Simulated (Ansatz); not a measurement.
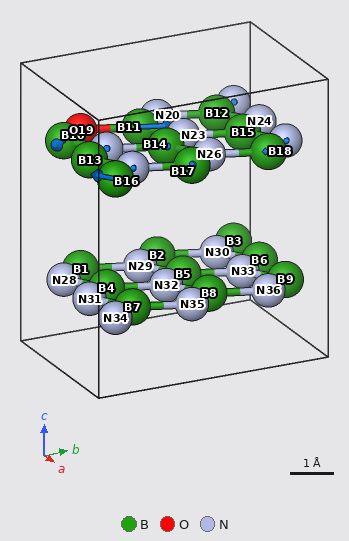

A relaxation of a defect cell of composition B18N17O. The starting structure is drawn; blue arrows show the displacements, magnified 20 times.

The picture is a ball-and-stick view of the cell of the calculation, seen slightly off an axis.

These are results of DFT, PBE, plane-wave PAW, default files, scalar-relativistic in Ansatz 0.2.0, not measurements.

Input file:
```yaml
crystal:
  lattice:
    - [7.49472, 0.0, 0.0]
    - [-3.74736, 6.4906179144, 0.0]
    - [0.0, 0.0, 6.6357]
  atoms:
    - { symbol: B, position: [0.1111111111, 0.2222222222, 0.25] }
    - { symbol: B, position: [0.1111111111, 0.5555555556, 0.25] }
    - { symbol: B, position: [0.1111111111, 0.8888888889, 0.25] }
    - { symbol: B, position: [0.4444444444, 0.2222222222, 0.25] }
    - { symbol: B, position: [0.4444444444, 0.5555555556, 0.25] }
    - { symbol: B, position: [0.4444444444, 0.8888888889, 0.25] }
    - { symbol: B, position: [0.7777777778, 0.2222222222, 0.25] }
    - { symbol: B, position: [0.7777777778, 0.5555555556, 0.25] }
    - { symbol: B, position: [0.7777777778, 0.8888888889, 0.25] }
    - { symbol: B, position: [0.2222222222, 0.1111111111, 0.75] }
    - { symbol: B, position: [0.2222222222, 0.4444444444, 0.75] }
    - { symbol: B, position: [0.2222222222, 0.7777777778, 0.75] }
    - { symbol: B, position: [0.5555555556, 0.1111111111, 0.75] }
    - { symbol: B, position: [0.5555555556, 0.4444444444, 0.75] }
    - { symbol: B, position: [0.5555555556, 0.7777777778, 0.75] }
    - { symbol: B, position: [0.8888888889, 0.1111111111, 0.75] }
    - { symbol: B, position: [0.8888888889, 0.4444444444, 0.75] }
    - { symbol: B, position: [0.8888888889, 0.7777777778, 0.75] }
    - { symbol: O, position: [0.1111111111, 0.2222222222, 0.75], spin: 1.0 }
    - { symbol: "N", position: [0.1111111111, 0.5555555556, 0.75] }
    - { symbol: "N", position: [0.1111111111, 0.8888888889, 0.75] }
    - { symbol: "N", position: [0.4444444444, 0.2222222222, 0.75] }
    - { symbol: "N", position: [0.4444444444, 0.5555555556, 0.75] }
    - { symbol: "N", position: [0.4444444444, 0.8888888889, 0.75] }
    - { symbol: "N", position: [0.7777777778, 0.2222222222, 0.75] }
    - { symbol: "N", position: [0.7777777778, 0.5555555556, 0.75] }
    - { symbol: "N", position: [0.7777777778, 0.8888888889, 0.75] }
    - { symbol: "N", position: [0.2222222222, 0.1111111111, 0.25] }
    - { symbol: "N", position: [0.2222222222, 0.4444444444, 0.25] }
    - { symbol: "N", position: [0.2222222222, 0.7777777778, 0.25] }
    - { symbol: "N", position: [0.5555555556, 0.1111111111, 0.25] }
    - { symbol: "N", position: [0.5555555556, 0.4444444444, 0.25] }
    - { symbol: "N", position: [0.5555555556, 0.7777777778, 0.25] }
    - { symbol: "N", position: [0.8888888889, 0.1111111111, 0.25] }
    - { symbol: "N", position: [0.8888888889, 0.4444444444, 0.25] }
    - { symbol: "N", position: [0.8888888889, 0.7777777778, 0.25] }
magnetization:
  spin_polarized: true
kpoints:
  mp_grid: { grid: [3, 3, 3] }
scf:
  occupations: { method: fermi_dirac, width: 0.01 }
hamiltonian:
  xc: pbe
  pseudopotentials: { kind: paw }
output:
  forces: true
  stress: true
  populations: true
  efg:
    quadrupole_moments_barn: { B: 0.04059, O: -0.02558, "N": 0.02044 }
    contact_densities: true
relax:
  f_tol: 0.03
  max_steps: 40
```

Run as
```bash
ansatz run input.yaml --threads 1 --pin off --max-ram 3072MiB --backend cpu --events-out ev --progress --plain --runs-dir out
```

Atoms of which element are displaced furthest, and by how much?

Answer. Boron: up to 0.043 Å, against 0.007 Å for nitrogen.

Describe the change and its energy.

Answer. The largest moves, 0.043 Å, are those of B10, B11 and B16. B11 goes along [1 2 0]. Largest moves by element: B 0.043 Å, N 0.007 Å. O stays in place. The cell stays as it was. Some distances before and after: B10–O19 1.442 → 1.485 Å, B10–N21 1.442 → 1.418 Å, B14–N26 1.442 → 1.434 Å, B12–N20 1.442 → 1.450 Å. Bond angles that change, for instance: N25–B16–N27 120.0° → 123.5°, B11–N23–B14 120.0° → 122.3°. Over 3 accepted moves (4 points after the start) the energy falls by 0.174 eV per cell of the calculation. The largest force component goes from 2.3 to 0.019 eV/Å. 1 step only repeated the SCF at the same geometry.

Limits of the set-up: the periodic images lie only 6.6 Å apart, so the values are limited by the cell's size.
